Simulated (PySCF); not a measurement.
## BNH$_{3}$OF: geometry relaxation (part 2 of 3)

Continued. System: BNH$_{3}$OF. Method: HF/6-31G*, RHF (PySCF 2.14.0). The geometry comes from this level: embedded from SMILES, force field.

Geometry of the input (Å):
```
N  1.1261  0.0530  -0.3525
B  -0.3605  0.3621  -0.2455
O  -1.3358  -0.7229  -0.1626
F  -0.8115  1.7347  -0.2451
H  1.5807  0.4506  0.4996
H  1.2394  -0.9844  -0.3016
H  -1.4385  -0.8931  0.8077
```

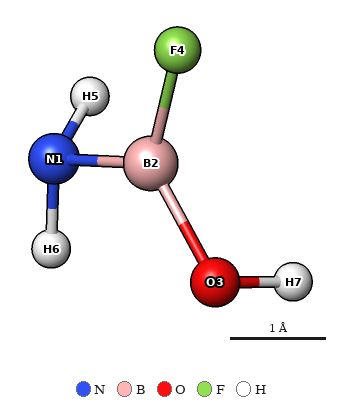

*The structure as given in the input (ball-and-stick view, seen at a tilt; atoms are numbered from 1 in the order of the input).*

## Log, continued
```
----------------------------------------------
cycle 8: E = -255.340156112  dE = -0.0109014  norm(grad) = 0.0444512
Step    7 : Displace = 1.446e-01/2.345e-01 (rms/max) Trust = 1.440e-01 (-) Grad = 1.680e-02/2.731e-02 (rms/max) E (change) = -255.3401561121 (-1.090e-02) Quality = 0.450
Hessian Eigenvalues: 1.02031e-02 2.01100e-02 3.25811e-02 ... 4.85902e-01 6.32060e-01 7.34678e-01

Geometry optimization cycle 9
Cartesian coordinates (Angstrom)
 Atom        New coordinates             dX        dY        dZ
   N   1.080532  -0.041884  -0.045869   -0.009687  0.016176  0.000189
   B  -0.287602   0.175613   0.000967   -0.001862  0.016433 -0.007570
   O  -1.212408  -0.818682  -0.039822    0.004126  0.017163  0.005721
   F  -0.729051   1.457048   0.088825   -0.000514  0.000182 -0.004725
   H   1.676588   0.741343  -0.203106    0.029894 -0.024725 -0.028622
   H   1.499399  -0.931484  -0.189919   -0.006733  0.015765  0.039028
   H  -2.027458  -0.581953   0.388923   -0.015224 -0.040995 -0.004020
converged SCF energy = -255.341975966832
--------------- RHF_Scanner gradients ---------------
         x                y                z
0 N    -0.0084549438    -0.0040811923     0.0050116949
1 B     0.0191538508    -0.0148544993     0.0000222141
2 O    -0.0011040158     0.0013770736    -0.0087340420
3 F    -0.0053986412     0.0142192016    -0.0013053938
4 H    -0.0026595042     0.0036660845    -0.0014635756
5 H     0.0007806748     0.0002184270    -0.0005440807
6 H    -0.0023174206    -0.0005450951     0.0070131831
----------------------------------------------
cycle 9: E = -255.341975967  dE = -0.00181985  norm(grad) = 0.0330406
Step    8 : Displace = 3.009e-02/4.769e-02 (rms/max) Trust = 1.440e-01 (=) Grad = 1.249e-02/2.424e-02 (rms/max) E (change) = -255.3419759668 (-1.820e-03) Quality = 1.276
Hessian Eigenvalues: 1.25200e-02 1.88273e-02 3.24601e-02 ... 4.98259e-01 5.24075e-01 6.57020e-01

Geometry optimization cycle 10
Cartesian coordinates (Angstrom)
 Atom        New coordinates             dX        dY        dZ
   N   1.083918  -0.034183  -0.043076    0.003385  0.007702  0.002793
   B  -0.289330   0.178645   0.032271   -0.001728  0.003032  0.031304
   O  -1.183203  -0.835864   0.059973    0.029206 -0.017182  0.099795
   F  -0.748686   1.438470   0.075909   -0.019635 -0.018578 -0.012915
   H   1.700520   0.725440  -0.208898    0.023932 -0.015903 -0.005792
   H   1.493163  -0.921928  -0.203266   -0.006236  0.009556 -0.013347
   H  -2.056381  -0.550580   0.287085   -0.028923  0.031373 -0.101838
converged SCF energy = -255.344370874986
--------------- RHF_Scanner gradients ---------------
         x                y                z
0 N    -0.0056763610    -0.0024329219     0.0035500803
1 B     0.0077079735    -0.0060365818     0.0011869199
2 O     0.0002325027     0.0036781187    -0.0035079992
3 F    -0.0015480672     0.0026278396    -0.0017249321
4 H    -0.0019105882    -0.0020735985    -0.0007709376
5 H     0.0007288455     0.0045878719    -0.0011990696
6 H     0.0004656947    -0.0003507281     0.0024659382
----------------------------------------------
cycle 10: E = -255.344370875  dE = -0.00239491  norm(grad) = 0.0149718
Step    9 : Displace = 6.039e-02/1.058e-01 (rms/max) Trust = 2.036e-01 (+) Grad = 5.659e-03/9.862e-03 (rms/max) E (change) = -255.3443708750 (-2.395e-03) Quality = 1.371
Hessian Eigenvalues: 9.20193e-03 1.76762e-02 3.25489e-02 ... 4.90612e-01 5.47507e-01 6.57731e-01

Geometry optimization cycle 11
Cartesian coordinates (Angstrom)
 Atom        New coordinates             dX        dY        dZ
   N   1.086659  -0.025679  -0.045359    0.002741  0.008504 -0.002284
   B  -0.290907   0.190901   0.046871   -0.001576  0.012256  0.014599
   O  -1.164590  -0.840802   0.136913    0.018612 -0.004938  0.076940
   F  -0.758875   1.441044   0.072118   -0.010189  0.002574 -0.003791
   H   1.716649   0.720605  -0.229662    0.016129 -0.004835 -0.020764
   H   1.475248  -0.929838  -0.183334   -0.017915 -0.007911  0.019931
   H  -2.064183  -0.556231   0.202454   -0.007802 -0.005651 -0.084631
converged SCF energy = -255.344995202653
--------------- RHF_Scanner gradients ---------------
         x                y                z
0 N    -0.0024588336    -0.0009453014     0.0037209683
1 B     0.0012256289     0.0008476793    -0.0019819093
2 O     0.0002048416     0.0007621698     0.0007090972
3 F     0.0003263887    -0.0009176364     0.0003764310
4 H    -0.0005415468    -0.0005951058    -0.0011610013
5 H     0.0007892260     0.0009764269    -0.0013158035
6 H     0.0004542952    -0.0001282325    -0.0003477825
----------------------------------------------
cycle 11: E = -255.344995203  dE = -0.000624328  norm(grad) = 0.00589885
Step   10 : Displace = 4.532e-02/7.860e-02 (rms/max) Trust = 2.880e-01 (+) Grad = 2.230e-03/4.559e-03 (rms/max) E (change) = -255.3449952027 (-6.243e-04) Quality = 0.990
Hessian Eigenvalues: 1.05444e-02 1.75722e-02 3.37050e-02 ... 4.85491e-01 5.30217e-01 6.58956e-01

Geometry optimization cycle 12
Cartesian coordinates (Angstrom)
 Atom        New coordinates             dX        dY        dZ
   N   1.087452  -0.022537  -0.050795    0.000793  0.003142 -0.005436
   B  -0.291534   0.194324   0.046867   -0.000627  0.003423 -0.000004
   O  -1.163137  -0.841330   0.130354    0.001454 -0.000528 -0.006559
   F  -0.760773   1.444304   0.070760   -0.001898  0.003260 -0.001358
   H   1.724187   0.719882  -0.227649    0.007539 -0.000723  0.002013
   H   1.467698  -0.931899  -0.177443   -0.007550 -0.002061  0.005892
   H  -2.063894  -0.562744   0.207907    0.000290 -0.006514  0.005453
converged SCF energy = -255.345071584767
--------------- RHF_Scanner gradients ---------------
         x                y                z
0 N     0.0000157469    -0.0005094571     0.0027817792
1 B     0.0002037297     0.0009092419    -0.0005283703
2 O    -0.0002870134    -0.0001287119     0.0000680411
3 F     0.0003277460    -0.0002877749    -0.0001061154
4 H    -0.0003191245    -0.0002794688    -0.0010356063
5 H    -0.0000173209     0.0005779885    -0.0010601411
6 H     0.0000762362    -0.0002818177    -0.0001195872
----------------------------------------------
cycle 12: E = -255.345071585  dE = -7.63821e-05  norm(grad) = 0.00350154
Step   11 : Displace = 6.966e-03/9.326e-03 (rms/max) Trust = 3.000e-01 (+) Grad = 1.323e-03/2.828e-03 (rms/max) E (change) = -255.3450715848 (-7.638e-05) Quality = 1.474
Hessian Eigenvalues: 1.03693e-02 1.76493e-02 3.78796e-02 ... 4.88488e-01 5.44143e-01 6.58176e-01

Geometry optimization cycle 13
Cartesian coordinates (Angstrom)
 Atom        New coordinates             dX        dY        dZ
   N   1.086933  -0.019156  -0.065343   -0.000519  0.003381 -0.014548
   B  -0.292462   0.195791   0.039845   -0.000928  0.001467 -0.007021
   O  -1.161738  -0.842377   0.120865    0.001399 -0.001047 -0.009488
   F  -0.764502   1.445067   0.074118   -0.003729  0.000762  0.003358
   H   1.733641   0.719853  -0.217000    0.009454 -0.000029  0.010650
   H   1.459346  -0.934999  -0.169184   -0.008352 -0.003100  0.008259
   H  -2.061217  -0.564179   0.216698    0.002676 -0.001435  0.008792
converged SCF energy = -255.345155906478
--------------- RHF_Scanner gradients ---------------
         x                y                z
0 N     0.0021934882     0.0008928048     0.0019364105
1 B    -0.0007872151    -0.0001955024    -0.0006488916
2 O    -0.0001093242    -0.0004902351    -0.0001297419
3 F     0.0002344968     0.0001641792    -0.0000117286
4 H    -0.0002676552     0.0000142277    -0.0006855730
5 H    -0.0010563831    -0.0003249133    -0.0006230785
6 H    -0.0002074074    -0.0000605608     0.0001626031
----------------------------------------------
cycle 13: E = -255.345155906  dE = -8.43217e-05  norm(grad) = 0.00360736
Step   12 : Displace = 1.080e-02/1.548e-02 (rms/max) Trust = 3.000e-01 (=) Grad = 1.363e-03/3.059e-03 (rms/max) E (change) = -255.3451559065 (-8.432e-05) Quality = 1.352
Hessian Eigenvalues: 1.09181e-02 1.70226e-02 2.33747e-02 ... 4.88943e-01 5.63690e-01 6.58970e-01

Geometry optimization cycle 14
Cartesian coordinates (Angstrom)
 Atom        New coordinates             dX        dY        dZ
   N   1.084631  -0.018002  -0.081809   -0.002302  0.001154 -0.016466
   B  -0.292712   0.196448   0.038053   -0.000251  0.000657 -0.001792
   O  -1.161206  -0.842528   0.118111    0.000532 -0.000151 -0.002754
   F  -0.767685   1.445082   0.077420   -0.003183  0.000015  0.003302
   H   1.739082   0.718579  -0.209360    0.005441 -0.001274  0.007640
   H   1.458036  -0.936182  -0.159895   -0.001310 -0.001183  0.009288
   H  -2.060145  -0.563397   0.217479    0.001072  0.000783  0.000781
converged SCF energy = -255.345221396413
--------------- RHF_Scanner gradients ---------------
         x                y                z
0 N     0.0016691577     0.0014734421     0.0010244011
1 B    -0.0002014870    -0.0008336284     0.0002492552
2 O     0.0000306215    -0.0004845883    -0.0004509907
3 F    -0.0001494069     0.0004606419    -0.0001523659
4 H     0.0000066918    -0.0000751050    -0.0005573931
5 H    -0.0010549321    -0.0006208251    -0.0002820611
6 H    -0.0003006451     0.0000800628     0.0001691545
----------------------------------------------
cycle 14: E = -255.345221396  dE = -6.54899e-05  norm(grad) = 0.00308556
Step   13 : Displace = 8.305e-03/1.742e-02 (rms/max) Trust = 3.000e-01 (=) Grad = 1.166e-03/2.451e-03 (rms/max) E (change) = -255.3452213964 (-6.549e-05) Quality = 1.484
Hessian Eigenvalues: 1.04136e-02 1.23405e-02 1.85607e-02 ... 4.88784e-01 5.53109e-01 6.59659e-01

Geometry optimization cycle 15
Cartesian coordinates (Angstrom)
 Atom        New coordinates             dX        dY        dZ
   N   1.081407  -0.019377  -0.104946   -0.003224 -0.001376 -0.023137
   B  -0.293575   0.194612   0.031697   -0.000863 -0.001836 -0.006357
   O  -1.163769  -0.842854   0.118246   -0.002564 -0.000327  0.000134
   F  -0.768081   1.443207   0.081920   -0.000395 -0.001874  0.004499
   H   1.740643   0.718539  -0.192160    0.001561 -0.000040  0.017199
   H   1.464147  -0.935157  -0.155510    0.006111  0.001025  0.004385
   H  -2.060771  -0.558969   0.220754   -0.000626  0.004427  0.003275
converged SCF energy = -255.345281772009
--------------- RHF_Scanner gradients ---------------
         x                y                z
0 N     0.0007536322     0.0011727113     0.0003477038
1 B     0.0004863935    -0.0006146520    -0.0002166344
2 O    -0.0003588814    -0.0006105856    -0.0001422561
3 F    -0.0003489762     0.0003504240     0.0000771944
4 H     0.0001680781    -0.0004348763    -0.0002076863
5 H    -0.0005881662    -0.0000676541     0.0000020874
6 H    -0.0001120800     0.0002046326     0.0001395911
----------------------------------------------
cycle 15: E = -255.345281772  dE = -6.03756e-05  norm(grad) = 0.00204518
Step   14 : Displace = 1.182e-02/2.352e-02 (rms/max) Trust = 3.000e-01 (=) Grad = 7.730e-04/1.437e-03 (rms/max) E (change) = -255.3452817720 (-6.038e-05) Quality = 1.273
Hessian Eigenvalues: 8.31306e-03 1.25991e-02 1.85373e-02 ... 4.88809e-01 5.44145e-01 6.65319e-01

Geometry optimization cycle 16
Cartesian coordinates (Angstrom)
 Atom        New coordinates             dX        dY        dZ
   N   1.079589  -0.021497  -0.114485   -0.001819 -0.002120 -0.009539
   B  -0.293766   0.193348   0.031815   -0.000191 -0.001263  0.000119
   O  -1.164788  -0.842224   0.122266   -0.001019  0.000630  0.004020
   F  -0.765536   1.442559   0.082778    0.002545 -0.000648  0.000858
   H   1.736919   0.720285  -0.185572   -0.003724  0.001746  0.006589
   H   1.469703  -0.934821  -0.155845    0.005556  0.000337 -0.000335
   H  -2.062121  -0.557652   0.219042   -0.001349  0.001318 -0.001712
converged SCF energy = -255.345297533315
--------------- RHF_Scanner gradients ---------------
         x                y                z
0 N    -0.0003882447     0.0005623737    -0.0000022106
1 B     0.0005024333    -0.0002714861     0.0001327393
2 O    -0.0000067196    -0.0001212928    -0.0001011959
3 F    -0.0001959606    -0.0000195811    -0.0000222864
4 H     0.0001951242    -0.0001346577    -0.0000586160
5 H    -0.0000437680    -0.0001687746     0.0000326507
6 H    -0.0000628648     0.0001534186     0.0000189188
----------------------------------------------
cycle 16: E = -255.345297533  dE = -1.57613e-05  norm(grad) = 0.000996996
Step   15 : Displace = 5.606e-03/9.802e-03 (rms/max) Trust = 3.000e-01 (=) Grad = 3.768e-04/6.834e-04 (rms/max) E (change) = -255.3452975333 (-1.576e-05) Quality = 1.183
Hessian Eigenvalues: 8.51568e-03 1.28187e-02 1.84909e-02 ... 4.90052e-01 5.47982e-01 6.60860e-01

Geometry optimization cycle 17
Cartesian coordinates (Angstrom)
 Atom        New coordinates             dX        dY        dZ
   N   1.079483  -0.022525  -0.115841   -0.000105 -0.001028 -0.001357
   B  -0.294097   0.193045   0.031181   -0.000331 -0.000303 -0.000634
   O  -1.165445  -0.841982   0.123514   -0.000657  0.000242  0.001248
   F  -0.763662   1.442992   0.082663    0.001873  0.000432 -0.000115
   H   1.734748   0.721330  -0.183895   -0.002171  0.001045  0.001677
   H   1.471965  -0.934561  -0.157222    0.002262  0.000259 -0.001377
   H  -2.062991  -0.558298   0.219600   -0.000870 -0.000647  0.000558
converged SCF energy = -255.345299686055
--------------- RHF_Scanner gradients ---------------
         x                y                z
0 N     0.0000452023     0.0000038492    -0.0000238235
1 B     0.0000795023     0.0000131721    -0.0000508095
2 O    -0.0000808546    -0.0000604789     0.0000244557
3 F    -0.0000701381     0.0000161681     0.0000270290
4 H    -0.0000002683    -0.0000583051     0.0000107482
5 H    -0.0000116568     0.0000537509     0.0000167520
6 H     0.0000382133     0.0000318436    -0.0000043519
----------------------------------------------
cycle 17: E = -255.345299686  dE = -2.15274e-06  norm(grad) = 0.000194216
Step   16 : Displace = 1.903e-03/2.936e-03 (rms/max) Trust = 3.000e-01 (=) Grad = 7.341e-05/1.039e-04 (rms/max) E (change) = -255.3452996861 (-2.153e-06) Quality = 1.079
Hessian Eigenvalues: 8.90266e-03 1.27879e-02 1.85030e-02 ... 4.94643e-01 5.48422e-01 6.57173e-01

Geometry optimization cycle 18
Cartesian coordinates (Angstrom)
 Atom        New coordinates             dX        dY        dZ
   N   1.079464  -0.022591  -0.115260   -0.000019 -0.000066  0.000582
   B  -0.294106   0.193084   0.031494   -0.000009  0.000039  0.000312
   O  -1.165409  -0.841883   0.123672    0.000036  0.000100  0.000157
   F  -0.763142   1.443173   0.082422    0.000520  0.000181 -0.000241
   H   1.734314   0.721620  -0.184390   -0.000434  0.000290 -0.000495
   H   1.472061  -0.934611  -0.157506    0.000096 -0.000049 -0.000284
   H  -2.063182  -0.558793   0.219569   -0.000191 -0.000494 -0.000031
converged SCF energy = -255.345299806696
--------------- RHF_Scanner gradients ---------------
         x                y                z
0 N    -0.0000349407    -0.0000003996    -0.0000042206
1 B     0.0000175333     0.0000215654     0.0000067517
2 O     0.0000048443    -0.0000022922    -0.0000023979
3 F     0.0000042278    -0.0000224857    -0.0000011955
4 H     0.0000070794     0.0000221012    -0.0000008750
5 H     0.0000068006    -0.0000229625     0.0000028113
6 H    -0.0000055446     0.0000044734    -0.0000008740
----------------------------------------------
cycle 18: E = -255.345299807  dE = -1.20641e-07  norm(grad) = 6.15513e-05
```

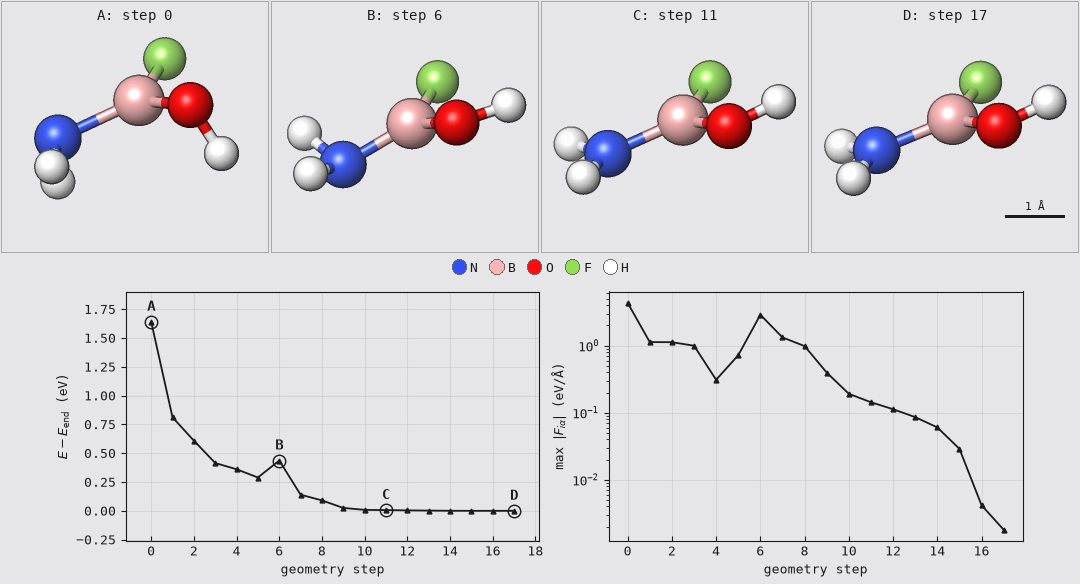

*Frames of the relaxation (ball-and-stick view, seen at a tilt) above the curves, on which the letters mark them (steps are counted from 0).*
